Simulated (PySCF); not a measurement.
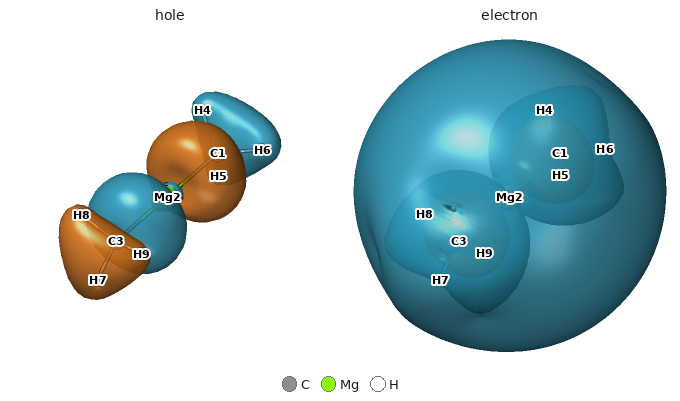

Figure. C2H6Mg, SMILES `C[Mg]C`. Leading natural transition orbital pair of S₃ (TDA singlet states); the surfaces enclose about 85 % of each orbital's density.

Method: M06-2X/def2-SVP; geometry: GFN2-xTB; program: PySCF. No frequency check shows the geometry to be a minimum. GFN2-xTB bond lengths at metals and heavier atoms can be off by up to 0.1 Å and shapes distorted, which carries into these values. Without diffuse functions Rydberg states are missing, so the states' numbers hold for this basis only.

The calculation's input:

```python
import numpy as np
from pyscf import gto, scf, dft, tdscf
from pyscf.scf import atom_ks, atom_hf
from scipy.linalg import block_diag

def solve(mol, dm0=None, hcore=None):
    mf = (dft.UKS if mol.spin else dft.RKS)(mol, xc='m062x')
    mf.grids.level = 3
    mf = mf.density_fit(auxbasis='def2-universal-jkfit')
    mf.conv_tol, mf.max_cycle = 1e-8, 80
    if hcore is not None:
        mf.get_hcore = lambda *args: hcore
    mf.kernel(dm0)
    if not mf.converged:
        mf = mf.newton().run(mf.mo_coeff, mf.mo_occ, max_cycle=30)
    assert mf.converged, 'SCF not converged'
    return mf

mol = gto.M(atom='''
C      2.14129    -0.00138     0.00021
Mg    -0.00004     0.00207    -0.00035
C     -2.14124    -0.00081     0.00083
H      2.54362    -0.72278     0.71458
H      2.54382     0.97785     0.26760
H      2.54345    -0.25957    -0.98170
H     -2.54339     0.98052     0.26136
H     -2.54360    -0.72199     0.71529
H     -2.54376    -0.26572    -0.97914
''', basis='def2-svp', charge=0, spin=0, verbose=4)
mf = solve(mol)
td = mf.TDA()
td.nstates, td.singlet, td.conv_tol = 4, True, 1e-5
td.kernel()
td.analyze()
x, y = np.array([p[0] for p in td.xy]), np.array([p[1] + 0 * p[0] for p in td.xy])
f, mu = td.oscillator_strength(), td.transition_dipole()
nto = [td.get_nto(state=i + 1, verbose=4) for i in range(len(td.e))]
# spherically averaged free atoms, for the promolecule
atm = atom_ks.get_atm_nrks(mol, xc='m062x')
pro = block_diag(*[(atm[a[0]][2] * atm[a[0]][3]) @ atm[a[0]][2].T for a in mol._atom])
np.savez('result.npz', e=td.e, f=f, ok=td.converged, w=[n[0] for n in nto], nto=[n[1] for n in nto], x=x, y=y, c=mf.mo_coeff, occ=mf.mo_occ, eps=mf.mo_energy, pro=pro, mu=mu)
```

Launched as:

```sh
OMP_NUM_THREADS=1 python input.py
```

The run took 94 s on 1 thread of Intel(R) Xeon(R) Platinum 8259CL CPU @ 2.50GHz (Skylake/Cascade Lake) (shared host), peak memory 0.58 GiB.

### Where does the state lie, and where do hole and electron sit?

5.39 eV (230 nm), f = 0.359 (bright), partly diffuse acceptor orbital, which a basis without diffuse functions describes poorly; the leading pair carries 97 %; hole on C1 and C3 (31 % each) and Mg2 (17 %), electron on Mg2 (56 %) and C1 and C3 (9 % each) (atom shares of so diffuse an orbital are rough); their centroids lie 0.0 Å apart. In canonical orbitals it is mainly HOMO → LUMO (96 %). The HOMO–LUMO gap is 7.44 eV.
